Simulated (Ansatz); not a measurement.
# doublet [C2H2F2]+: levels of theory compared

Wanted: a comparison of 6 runs (UHF/3-21G, UB3LYP/6-31G*, U-r2SCAN0/aug-cc-pVDZ, UB2PLYP/aug-cc-pVDZ, RPA@PBE0/aug-cc-pVDZ, UCCSD/aug-cc-pVDZ) of doublet [C2H2F2]+. 

Program for the calculation: Ansatz 0.2.0.

47 further runs of the same task are left out: 47 set aside as unsound or not needed.

## (1) The molecule

[C2H2F2]+: 6 atoms, total charge +1, spin state doublet. SMILES of the parent species: `C=C(F)F`. The shape is that of a PBE0-D4/def2-TZVP optimisation. That shape belongs to the parent species and isn't relaxed for this state.

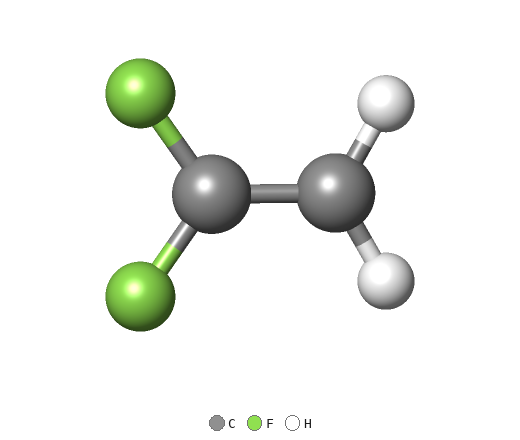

Viewed from a chosen angle; carbon grey, fluorine green, hydrogen white.

## (2) The energy at UHF/3-21G (run 1)

Contents of input.yaml:

```yaml
basis:
  gaussian: {orbitals: 3-21G.json}
crystal:
  periodic: [false, false, false]
  atoms:
    - symbol: C
      position_ang: [-0.115900, 0.471000, -0.544400]
    - symbol: C
      position_ang: [0.105000, -0.394600, 0.420100]
    - symbol: F
      position_ang: [-0.454900, -0.363600, 1.607600]
    - symbol: F
      position_ang: [0.919200, -1.422100, 0.343000]
    - symbol: H
      position_ang: [0.394200, 0.360600, -1.488400]
    - symbol: H
      position_ang: [-0.805600, 1.284800, -0.384200]
total_charge: 1
magnetization: {spin_polarized: true, initial_magnetization: 1}
hamiltonian: {xc: hf}
accuracy: high
output: {orbitals: {seedname: orbitals}}
```

The basis set 3-21G is read from a file made from the Basis Set Exchange's data (not shown).

Run with:

```console
$ ansatz run input.yaml --threads 1 --pin off --max-ram 3480MiB --events-out events.jsonl --progress --plain --runs-dir runs
```

The program printed:

```text
Warning: RAYON_NUM_THREADS=1 ignored (pool sized by the plan → 1); use --threads N
Functional definition: HF
  name "HF"
  exchange = exact_x
  correlation = 0
859 factors; integrals over basis functions are off by at most 6.6e-9 eV
mean field evaluation 1: about -7449.3223 eV, gradient 3.1e1 eV
mean field evaluation 2: about -7449.3192 eV, gradient 3.1e1 eV
mean field evaluation 4: about -7452.8797 eV, gradient 1.9e0 eV
mean field evaluation 8: about -7452.9182 eV, gradient 1.1e-3 eV
mean field -7452.91815159 eV, -273.8896903017 hartree, gradient 7.1e-8 eV, S^2 0.754596; 0 other end points of the search recorded, 0 dependent functions left out
reference -7452.91815159 eV, -273.8896903017 hartree; 16, 15 occupied and 24, 25 virtual orbitals, 859 factors
Total energy: -7452.91815159 eV, -273.8896903017 hartree
```

Wall time 0.4 s (1 thread of Arm Neoverse V1, shared host); peak memory 0.093 GiB.

## (3) A single-point energy at UB3LYP/6-31G(d) (spherical functions) (run 2)

Contents of input.yaml:

```yaml
crystal:
  periodic: [false, false, false]
  atoms:
    - {symbol: C, position_ang: [-0.115900, 0.471000, -0.544400]}
    - {symbol: C, position_ang: [0.105000, -0.394600, 0.420100]}
    - {symbol: F, position_ang: [-0.454900, -0.363600, 1.607600]}
    - {symbol: F, position_ang: [0.919200, -1.422100, 0.343000]}
    - {symbol: H, position_ang: [0.394200, 0.360600, -1.488400]}
    - {symbol: H, position_ang: [-0.805600, 1.284800, -0.384200]}
basis:
  gaussian:
    orbitals: 6-31G_st_-spherical.json
total_charge: 1
magnetization:
  spin_polarized: true
  initial_magnetization: 1
hamiltonian:
  xc: {name: B3LYP}
accuracy: high
output:
  orbitals: {seedname: orbitals}
```

The basis set 6-31G* is read from a file made from the Basis Set Exchange's data (not shown).

Run with:

```console
$ ansatz run input.yaml --threads 1 --pin off --max-ram 3480MiB --events-out events.jsonl --progress --plain --runs-dir runs
```

The program printed:

```text
Warning: RAYON_NUM_THREADS=1 ignored (pool sized by the plan → 1); use --threads N
Functional definition: B3LYP
  name "B3LYP"
  parameter a0 = 0.2
  parameter ax = 0.72
  parameter ac = 0.81
  exchange = (1 - a0 - ax)*slater_x + ax*b88_x + a0*exact_x
  correlation = (1 - ac)*vwn_rpa_c + ac*lyp_c
1354 factors; integrals over basis functions are off by at most 3.2e-9 eV
mean field evaluation 1: about -7523.3902 eV, gradient 4.2e1 eV
mean field evaluation 2: about -7517.8543 eV, gradient 6.1e1 eV
mean field evaluation 4: about -7528.7162 eV, gradient 9.6e-1 eV
mean field evaluation 8: about -7528.8833 eV, gradient 1.4e-1 eV
mean field evaluation 16: about -7528.8834 eV, gradient 2.5e-5 eV
mean field -7528.88342086 eV, -276.6813624562 hartree, gradient 8.5e-8 eV, S^2 0.751887; 0 other end points of the search recorded, 0 dependent functions left out
reference -7528.88344473 eV, -276.6813633335 hartree; 16, 15 occupied and 44, 45 virtual orbitals, 1354 factors
Total energy: -7528.88344473 eV, -276.6813633335 hartree
```

Wall time 6.9 s (1 thread of Arm Neoverse V1, shared host); peak memory 0.22 GiB.

Run 3 isn't shown in full; the table further down has it.

## (4) The energy at UB2PLYP/aug-cc-pVDZ (run 4)

Contents of molecule.yaml:

```yaml
crystal:
  periodic: [false, false, false]
  atoms:
    - {symbol: C, position_ang: [-0.115900, 0.471000, -0.544400]}
    - {symbol: C, position_ang: [0.105000, -0.394600, 0.420100]}
    - {symbol: F, position_ang: [-0.454900, -0.363600, 1.607600]}
    - {symbol: F, position_ang: [0.919200, -1.422100, 0.343000]}
    - {symbol: H, position_ang: [0.394200, 0.360600, -1.488400]}
    - {symbol: H, position_ang: [-0.805600, 1.284800, -0.384200]}
basis:
  gaussian:
    orbitals: aug-cc-pVDZ
total_charge: 1
magnetization:
  spin_polarized: true
  initial_magnetization: 1
hamiltonian:
  xc: {name: B2PLYP}
correlation:
  frozen_orbitals: {C: 1, F: 1, H: 0}
accuracy: high
output: {orbitals: {seedname: orbitals}}
```

Run with:

```console
$ ansatz run molecule.yaml --threads 1 --pin off --max-ram 3480MiB --events-out events.jsonl --progress --plain --runs-dir runs
```

The program printed:

```text
Warning: RAYON_NUM_THREADS=1 ignored (pool sized by the plan → 1); use --threads N
Functional definition: B2PLYP
  name "B2PLYP"
  parameter a = 0.53
  parameter c = 0.27
  exchange = (1 - a)*b88_x + a*exact_x
  correlation = (1 - c)*lyp_c + c*(mp2_os + mp2_ss)
2192 factors; integrals over basis functions are off by at most 3.1e-9 eV
mean field evaluation 1: about -7513.8655 eV, gradient 3.8e1 eV
mean field evaluation 2: about -7513.9018 eV, gradient 3.8e1 eV
mean field evaluation 4: about -7518.2350 eV, gradient 4.7e0 eV
mean field evaluation 8: about -7518.3251 eV, gradient 1.5e-1 eV
mean field evaluation 16: about -7518.3253 eV, gradient 3.4e-4 eV
mean field -7518.32534782 eV, -276.2933604285 hartree, gradient 2.5e-8 eV, S^2 0.753338; 0 other end points of the search recorded, 0 dependent functions left out
4 core orbitals not correlated: weight in the atoms' cores, before any rotation towards them, 1.000 or more for the frozen orbitals, at most 0.000 for the correlated occupied ones
reference -7518.32537559 eV, -276.2933614488 hartree; 12, 11 occupied and 94, 95 virtual orbitals, 2192 factors
second order -21.02667140 eV of doubles, -0.00000000 eV of singles
Total energy: -7524.00257686 eV, -276.5019947476 hartree
```

It took 16 s on 1 thread of Arm Neoverse V1, shared host; peak memory 0.45 GiB.

Run 5 isn't shown in full; the table further down has it.

## (5) The energy at UCCSD/aug-cc-pVDZ (run 6)

Contents of molecule.yaml:

```yaml
basis:
  gaussian: {orbitals: aug-cc-pVDZ}
crystal:
  periodic: [false, false, false]
  atoms:
    - {symbol: C, position_ang: [-0.115900, 0.471000, -0.544400]}
    - {symbol: C, position_ang: [0.105000, -0.394600, 0.420100]}
    - {symbol: F, position_ang: [-0.454900, -0.363600, 1.607600]}
    - {symbol: F, position_ang: [0.919200, -1.422100, 0.343000]}
    - {symbol: H, position_ang: [0.394200, 0.360600, -1.488400]}
    - {symbol: H, position_ang: [-0.805600, 1.284800, -0.384200]}
magnetization: {spin_polarized: true, initial_magnetization: 1}
scf: {omitted_lower_state_checks: [cluster_reference, increment]}
accuracy: high
total_charge: 1
correlation: {method: ccsd, frozen_orbitals: {C: 1, F: 1, H: 0}}
```

Run with:

```console
$ ansatz run molecule.yaml --threads 1 --pin off --max-ram 3480MiB --events-out events.jsonl --progress --plain --runs-dir runs
```

The program printed:

```text
Warning: RAYON_NUM_THREADS=1 ignored (pool sized by the plan → 1); use --threads N
[... 12 lines left out ...]
4 core orbitals not correlated: weight in the atoms' cores, before any rotation towards them, 1.000 or more for the frozen orbitals, at most 0.000 for the correlated occupied ones
[... 24 lines left out ...]
Total energy: -7512.68106077 eV, -276.0859367051 hartree
Checks for a lower state left out: cluster_reference, increment
```

Run time: 1.7 min. Hardware: 1 thread of Arm Neoverse V1, shared host; peak memory 2.1 GiB.

## (6) All runs side by side

```
run                                level  frozen core orbitals  energy (Eh)  HOMO energy (eV)  LUMO energy (eV)   ⟨S²⟩  wall time
  1                            UHF/3-21G                     –  -273.889690            -20.83             -8.80  0.755      0.4 s
  2  UB3LYP/6-31G* (spherical functions)                     –  -276.681363            -16.66            -13.22  0.752      6.9 s
  3                U-r2SCAN0/aug-cc-pVDZ                     –  -276.555685            -17.58            -12.73  0.754       24 s
  4                  UB2PLYP/aug-cc-pVDZ                     4  -276.501995            -18.51            -11.39  0.753       16 s
  5                 RPA@PBE0/aug-cc-pVDZ                     4  -276.299885                 –                 –  0.753       20 s
  6                    UCCSD/aug-cc-pVDZ                     4  -276.085937                 –                 –  0.756    1.7 min
```

## (7) Outcome

| quantity | value |
| --- | --- |
| run 6: total energy | -276.08594 Eh |
| run 6: correlation energy (4 core orbitals frozen) | -654.8 mEh |
| run 6: ⟨S²⟩ of the reference determinant | 0.756 |
| run 6: T1 diagnostic | 0.020 |

**Reading.** Totals of different functionals can't be ranked against each other. All runs together took 2.8 min, the longest 1.7 min.
